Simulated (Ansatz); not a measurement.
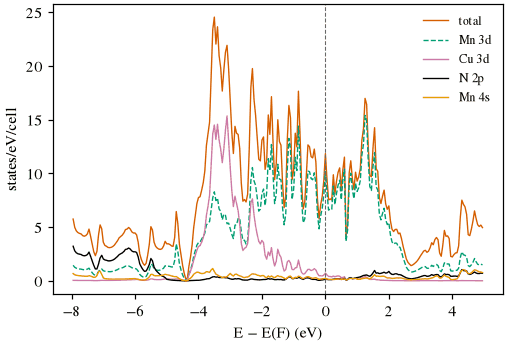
Total and projected density of states of Mn$_{3}$CuN in space group Amm2 (No. 38; Mn on 4e, Mn on 2a, Cu on 2a, N on 2b), the program Ansatz at the PBEsol level (PAW)

### Question
Which orbitals carry the states next to the Fermi level?

### Answer
Within 0.5 eV of the Fermi level: Mn 3d 86 %, Cu 3d 6 %. Projections are on Löwdin-orthogonalised atomic valence shells; empty p or d shells of many metals are not among them.

### Question
Where is the tallest occupied peak in this window, and what makes it?

### Answer
Near -3.5 eV, about 25 states/eV per cell; the largest projected share is Cu 3d.

The first step of the workflow began from a Materials Project structure, measured or hypothetical; the Crystallography Open Database copy checked does not list it. Whether it is the stable phase at ambient conditions was not checked. Symmetry was held in the PBEsol relaxation, as lowered by the spin order; its stability against distortions is not shown here. Spin order of the final state: antiferromagnetic, chosen from 4 collinear starts compared on coarse meshes (ties went to the first, and starts can fall back to one state), not a proven ground state. No Hubbard U is applied.

Potentials: the later of the program's two PAW sets.
